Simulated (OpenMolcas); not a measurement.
# SnCl2F2 (SMILES [F][Sn]([F])([Cl])[Cl]): levels of theory compared

Aim: a comparison of 5 runs (M06-2X/def2-SVP, PBE/def2-SVP, PBE0/def2-SVP, SVWN5/def2-SVP, TPSS/def2-SVP) of SnCl2F2. 

The calculation is run with OpenMolcas 26.06.

## 1. The molecule

The species is SnCl2F2 (5 atoms), meant as a singlet with charge 0. As SMILES, `[F][Sn]([F])([Cl])[Cl]`. The coordinates come from a PBE0-D4/def2-TZVP relaxation.

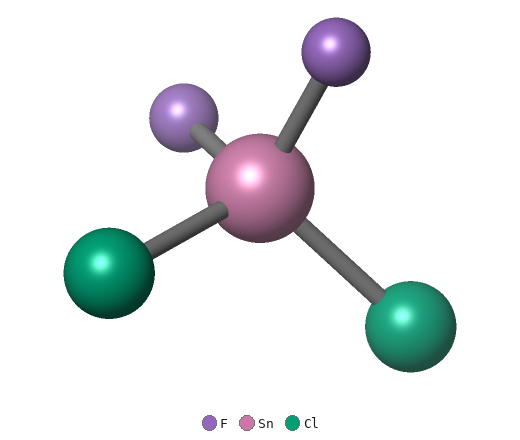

Viewed from a chosen angle; fluorine purple, tin pink, chlorine teal.

## 2. Energy and gradient at M06-2X/def2-SVP (core potential) (run 1)

test.inp

```
* Cl2F2Sn Kohn-Sham DFT

&GATEWAY
 BasLib=$CurrDir
 Coord
 5
 angstrom
 F       -0.136000      -0.318500       1.871500
 Sn       0.031600      -0.036600       0.013600
 F        1.509000      -1.080200      -0.523100
 Cl      -1.837700      -0.793000      -1.030000
 Cl       0.483000       2.154700      -0.373400
 Basis=def2-SVP
 Group=NoSym

&SEWARD
 GridInput
 Grid=UltraFine
 End of Grid

&SCF
 KSDFT=M062X
 Thresholds=1e-10 1e-07 1e-07 1e-05
 PrOrbitals=1 1

&ALASKA
```

The basis set def2-SVP is read from a file made from the Basis Set Exchange's data (not shown).

Run with:

```console
$ export MOLCAS_MEM=1860
$ pymolcas test.inp > test.log
```

Standard output:

```text
--- Start Module: gateway ---
[...]
--- Stop Module: gateway /rc=_RC_ALL_IS_WELL_ ---
[...]
      Basis functions           90
[...]
--- Start Module: scf ---
[...]
       Convergence after  13 Iterations
[...]
::    Total KS-DFT energy                           -1333.9147281774
[...]
      Total spin, S                                     0.0000000000
[...]
      Total electronic charge=   74.000000
      Total            charge=   -0.000000
[...]
      Dipole Moment (debye):
      Origin of the operator (angstrom)=   -0.0768    0.0731   -0.0958
                   X= -8.5654E-01               Y=  8.6691E-01               Z= -8.6331E-01           Total=  1.4935E+00
      Quadrupole Moment (debye*angstrom):
[...]
--- Stop Module: scf /rc=_RC_ALL_IS_WELL_ ---
[...]
--- Start Module: alaska ---
[...]
 *              Molecular gradients               *
 **************************************************
  Irreducible representation: a
 ------------------------------------------------------------------------------------------
                              X                       Y                       Z
 ------------------------------------------------------------------------------------------
  F1                1.05907011979500E-03    1.88902010184133E-03   -1.22236704652465E-02
  SN2               6.19757723960834E-04   -6.28267741324517E-04    7.09122641535220E-04
  F3               -9.66454190781363E-03    6.83933228206435E-03    3.45444085763535E-03
  CL4               1.03299707173967E-02    4.00510295734158E-03    5.82114476966922E-03
  CL5              -2.34425665333227E-03   -1.21051875999996E-02    2.23896219645869E-03
 ------------------------------------------------------------------------------------------
--- Stop Module: alaska /rc=_RC_ALL_IS_WELL_ ---
[...]
```

Wall time 17 s (1 thread of Intel Xeon 6975P-C (Granite Rapids), shared host); peak memory 0.49 GiB.

## 3. Energy and forces at PBE/def2-SVP (core potential) (run 2)

test.inp

```
>>> EXPORT MOLCAS_PRINT=2
&GATEWAY
BasLib = $CurrDir
BasisSet
F.def2-SVP....
F1 -0.136000 -0.318500 1.871500 angstrom
F3 1.509000 -1.080200 -0.523100 angstrom
End of Basis
BasisSet
Sn.def2-SVP....
Sn2 0.031600 -0.036600 0.013600 angstrom
End of Basis
BasisSet
Cl.def2-SVP....
Cl4 -1.837700 -0.793000 -1.030000 angstrom
Cl5 0.483000 2.154700 -0.373400 angstrom
End of Basis
&SEWARD
GridInput
Grid=UltraFine
End of Grid
&SCF
KSDFT = PBE
Thresholds = 1e-10 1e-07 1e-07 1e-05
PrOrbitals = 1 2
&ALASKA
```

The basis set def2-SVP is read from a file made from the Basis Set Exchange's data (not shown).

Run with:

```console
$ export MOLCAS_MEM=1860
$ pymolcas test.inp > test.log
```

Standard output:

```text
--- Start Module: gateway ---
[...]
--- Stop Module: gateway /rc=_RC_ALL_IS_WELL_ ---
[...]
      Basis functions           90
[...]
--- Start Module: scf ---
[...]
       Convergence after  17 Iterations
[...]
::    Total KS-DFT energy                           -1333.4959427020
[...]
      Total spin, S                                     0.0000000000
[...]
      Total electronic charge=   74.000000
      Total            charge=   -0.000000
[...]
      Dipole Moment (debye):
      Origin of the operator (angstrom)=   -0.0768    0.0731   -0.0958
                   X= -7.3868E-01               Y=  7.4763E-01               Z= -7.4451E-01           Total=  1.2880E+00
      Quadrupole Moment (debye*angstrom):
[...]
--- Stop Module: scf /rc=_RC_ALL_IS_WELL_ ---
[...]
--- Start Module: alaska ---
[...]
 *              Molecular gradients               *
 **************************************************
  Irreducible representation: a
 ------------------------------------------------------------------------------------------
                              X                       Y                       Z
 ------------------------------------------------------------------------------------------
  F1                2.47719965206805E-03    4.10838982334116E-03   -2.71996705296971E-02
  F3               -2.15613436479849E-02    1.52240913738009E-02    7.86072362159462E-03
  SN2               6.44559033871417E-03   -6.52420574154355E-03    6.58445153395615E-03
  CL4               1.63937485616188E-02    6.39795789548359E-03    9.22582078555578E-03
  CL5              -3.75519490433263E-03   -1.92062333509782E-02    3.52867458869088E-03
 ------------------------------------------------------------------------------------------
--- Stop Module: alaska /rc=_RC_ALL_IS_WELL_ ---
[...]
```

Run time: 16 s. Hardware: 1 thread of Intel Xeon 6975P-C (Granite Rapids), shared host; peak memory 0.49 GiB.

Runs 3 to 4 aren't shown in full; the table further down has their settings and results.

## 4. Energy and gradient at TPSS/def2-SVP (core potential) (run 5)

run.input

```
>>> EXPORT MOLCAS_PRINT=2

&GATEWAY
  BasLib=$CurrDir
  Coord
  5
  bohr
  F     -0.25700275    -0.60187777     3.53662244
  Sn     0.05971535    -0.06916398     0.02570028
  F      2.85159672    -2.04128216    -0.98851574
  Cl    -3.47274970    -1.49855282    -1.94641791
  Cl     0.91273772     4.07179288    -0.70562373
  Basis=def2-SVP
  Group=NoSym

&SEWARD
  GridInput
  Grid=UltraFine
  End of Grid

&SCF
  KSDFT=2
  1.0 MGGA_X_TPSS
  1.0 MGGA_C_TPSS
  Thresholds=1e-10 1e-07 1e-07 1e-05
  PrOrbitals=1 2

&ALASKA
```

The basis set def2-SVP is read from a file made from the Basis Set Exchange's data (not shown).

Run with:

```console
$ export MOLCAS_MEM=1860
$ pymolcas run.input > run.log
```

Standard output:

```text
--- Start Module: gateway ---
[...]
--- Stop Module: gateway /rc=_RC_ALL_IS_WELL_ ---
[...]
      Basis functions           90
[...]
--- Start Module: scf ---
[...]
       Convergence after  16 Iterations
[...]
::    Total KS-DFT energy                           -1334.0305441079
[...]
      Total spin, S                                     0.0000000000
[...]
      Total electronic charge=   74.000000
      Total            charge=   -0.000000
[...]
      Dipole Moment (debye):
      Origin of the operator (angstrom)=   -0.0768    0.0731   -0.0958
                   X= -6.9718E-01               Y=  7.0564E-01               Z= -7.0262E-01           Total=  1.2156E+00
      Quadrupole Moment (debye*angstrom):
[...]
--- Stop Module: scf /rc=_RC_ALL_IS_WELL_ ---
[...]
--- Start Module: alaska ---
[...]
 *              Molecular gradients               *
 **************************************************
  Irreducible representation: a
 ------------------------------------------------------------------------------------------
                              X                       Y                       Z
 ------------------------------------------------------------------------------------------
  F1                2.26085004828613E-03    3.56650853105744E-03   -2.40023217859111E-02
  SN2               4.63315994031088E-03   -4.68989058929781E-03    4.75609648269204E-03
  F3               -1.90059454405187E-02    1.33988486064638E-02    7.02305465162834E-03
  CL4               1.56306613275099E-02    6.02960658090801E-03    8.81874510805858E-03
  CL5              -3.51872587560376E-03   -1.83050731291630E-02    3.40442554360720E-03
 ------------------------------------------------------------------------------------------
--- Stop Module: alaska /rc=_RC_ALL_IS_WELL_ ---
[...]
```

Run time: 20 s. Hardware: 1 thread of Intel Xeon 6975P-C (Granite Rapids), shared host; peak memory 0.49 GiB.

## 5. All runs side by side

| run | level | energy (Eh) | dipole moment (D) | HOMO energy (eV) | LUMO energy (eV) | wall time |
| --- | --- | --- | --- | --- | --- | --- |
| 1 | M06-2X/def2-SVP (core potential) | -1333.914728 | 1.49 | -11.48 | -1.87 | 17 s |
| 2 | PBE/def2-SVP (core potential) | -1333.495943 | 1.29 | -8.50 | -4.00 | 16 s |
| 3 | PBE0/def2-SVP (core potential) | -1333.577492 | 1.44 | -10.08 | -3.15 | 15 s |
| 4 | SVWN5/def2-SVP (core potential) | -1329.507920 | 1.41 | -8.61 | -4.30 | 13 s |
| 5 | TPSS/def2-SVP (core potential) | -1334.030544 | 1.22 | -8.70 | -3.95 | 20 s |

## 6. Results

```
                       quantity           value
            run 5: total energy  -1334.03054 Eh
           run 5: dipole moment          1.22 D
             run 5: HOMO energy        -8.70 eV
             run 5: LUMO energy        -3.95 eV
           run 5: HOMO–LUMO gap         4.75 eV
run 5: largest force on an atom      1.253 eV/Å
```

The dipole moment (its size) runs from 1.22 D (TPSS/def2-SVP) to 1.49 D (M06-2X/def2-SVP). The HOMO–LUMO gap runs from 4.31 eV (SVWN5/def2-SVP) to 9.61 eV (M06-2X/def2-SVP). Totals of different functionals can't be ranked against each other. All runs together took 81 s, the longest 20 s.
